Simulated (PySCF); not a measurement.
# Core-level calculation of Si$_{3}$H$_{6}$O$_{4}$

System: Si$_{3}$H$_{6}$O$_{4}$, SMILES O[Si]O[SiH2]O[SiH2]O.
Method: delta-SCF UKS SCAN, pcX-2 on the ionised atom, pcseg-1 elsewhere, spin-free X2C (PySCF 2.14.0).

Figures and captions count atoms from 1; the log counts them from 0 in places.

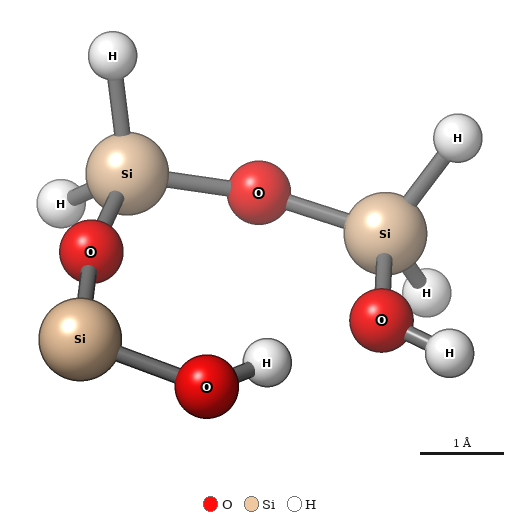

The structure as given in the input (ball-and-stick view, seen at a tilt).

## Summary

| quantity | value |
| --- | --- |
| outcome | converged |
| hardware | 1 CPU thread, shared host |
| wall time | 53 s |
| peak memory | 0.74 GiB |

## Input file
```
{"job": {"kind": "xps", "holes": 5}, "charge": 0, "multiplicity": 1}
O     -0.168388     1.796465     0.094588
Si    -0.704089     0.900387     1.409159
O     -0.463711    -0.666547     1.025196
Si     0.172523    -1.933034     0.161819
O      0.775574    -1.416373    -1.272846
Si     1.308203    -0.590402    -2.641539
O      0.968038     0.981401    -2.284416
H     -0.230999     2.755867     0.141045
H     -2.153906     1.152246     1.632951
H      0.083706     1.267596     2.618983
H     -0.929009    -2.901214    -0.076100
H      1.266319    -2.532850     0.971090
H      0.552564     1.243528    -1.436804
```

The first line tells a small driver script what to run in PySCF; the rest is the geometry in Å.

Command:
```bash
OMP_NUM_THREADS=1 python <driver script> task.json out
```

## Log
```
ground state, core basis on atom 0 (O), 171 functions
  cycle   1  E = -1174.54857600  |g| = 1.39e+00
  cycle   2  E = -1173.30791027  |g| = 2.82e+00
  cycle   3  E = -1174.88574636  |g| = 2.52e-01
  cycle   4  E = -1174.89388170  |g| = 2.04e-01
  cycle   5  E = -1174.90156389  |g| = 4.26e-02
  cycle   6  E = -1174.90191274  |g| = 1.91e-02
  cycle   7  E = -1174.90197733  |g| = 6.49e-03
  cycle   8  E = -1174.90198636  |g| = 1.13e-03
  cycle   9  E = -1174.90198781  |g| = 3.43e-04
  E(ground) = -1175.01046834 Eh
hole in O 1s of atom 0
  cycle   1  E = -1154.26569406  |g| = 2.22e+00
[... 10 cycles left out ...]
  E(ion) = -1155.18848228 Eh   <S^2> = 0.7614   hole on atom = 1.000   binding energy = 539.384 eV
ground state, core basis on atom 1 (Si), 182 functions
[... 7 cycles left out ...]
  E(ground) = -1175.04916739 Eh
hole in Si 2p of atom 1
[... 10 cycles left out ...]
  E(ion) = -1171.05720557 Eh   <S^2> = 0.7518   hole on atom = 1.003   binding energy = 108.627 eV
  2p3/2 = 108.461 eV   2p1/2 = 109.088 eV
ground state, core basis on atom 2 (O), 171 functions
[... 6 cycles left out ...]
  E(ground) = -1175.01572102 Eh
hole in O 1s of atom 2
[... 10 cycles left out ...]
  E(ion) = -1155.23509819 Eh   <S^2> = 0.7618   hole on atom = 1.000   binding energy = 538.258 eV
ground state, core basis on atom 3 (Si), 182 functions
[... 8 cycles left out ...]
  E(ground) = -1175.04917681 Eh
hole in Si 2p of atom 3
[... 9 cycles left out ...]
  E(ion) = -1171.07538911 Eh   <S^2> = 0.7520   hole on atom = 1.003   binding energy = 108.132 eV
  2p3/2 = 107.968 eV   2p1/2 = 108.596 eV
ground state, core basis on atom 4 (O), 171 functions
[... 6 cycles left out ...]
  E(ground) = -1175.01467479 Eh
hole in O 1s of atom 4
[... 1 cycle left out ...]
  cycle   2  E = -1153.71039366  |g| = 2.28e+00
  cycle   3  E = -1155.02916973  |g| = 5.65e-01
  cycle   4  E = -1154.97315421  |g| = 6.40e-01
  cycle   5  E = -1155.14211503  |g| = 9.78e-02
  cycle   6  E = -1155.14470351  |g| = 6.36e-02
  cycle   7  E = -1155.14622404  |g| = 1.04e-02
  cycle   8  E = -1155.14626893  |g| = 2.15e-03
  cycle   9  E = -1155.14626973  |g| = 1.27e-03
  cycle  10  E = -1155.14627191  |g| = 5.74e-04
  cycle  11  E = -1155.14627090  |g| = 9.42e-05
  E(ion) = -1155.25572900 Eh   <S^2> = 0.7628   hole on atom = 1.000   binding energy = 537.668 eV
```

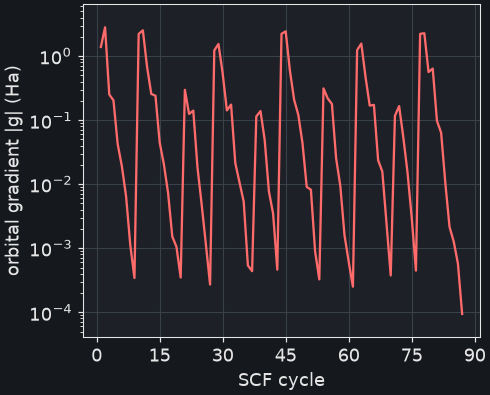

Convergence of the self-consistent field: orbital gradient |g| against the SCF cycle. All cycles printed in the log are drawn one after another.

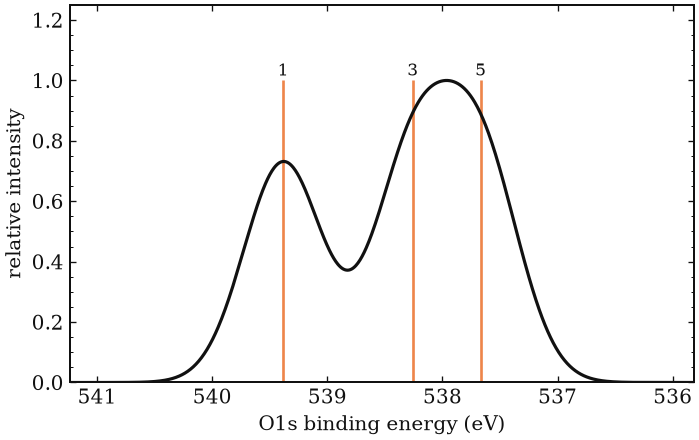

O1s binding energies by ΔSCF of the atoms computed, labelled by atom number, with a Gaussian envelope of 0.8 eV full width. They run from 537.67 eV (atom 5) to 539.38 eV (atom 1).
